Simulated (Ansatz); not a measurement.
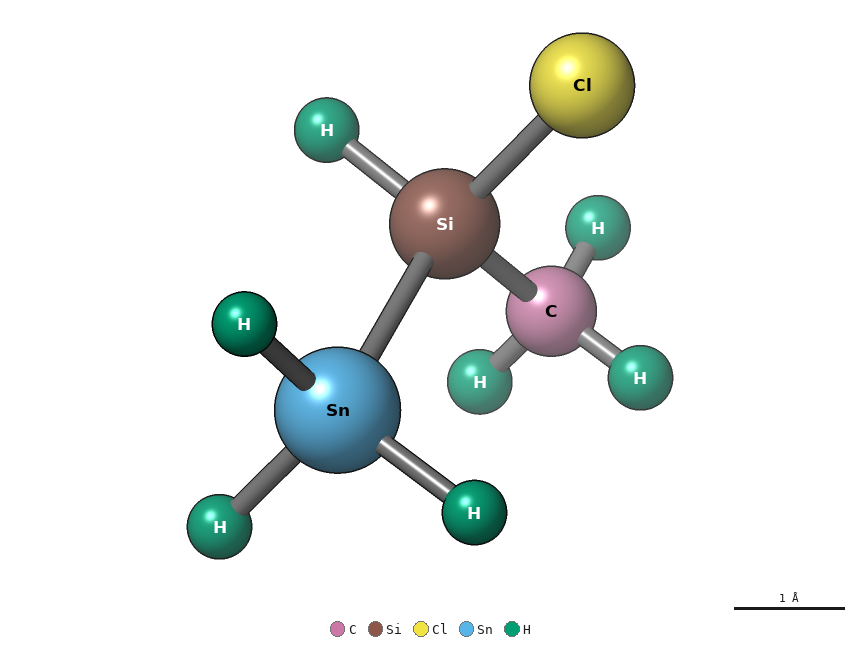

Depth is shown by fading: the farther an atom, the more it takes the colour of the background. The computed structure is the end point of a PBE0-D4/def2-TZVP optimisation. No frequency run is at hand to confirm it as a minimum. Masses are those of the most abundant isotopes; constants are for the rigid equilibrium geometry.

Classify the rotor and give the rotational constants (cm⁻¹).

An asymmetric top (C1): A = 0.120, B = 0.0334, C = 0.0278 cm⁻¹. Ray's parameter κ is −0.88, close to the prolate limit.
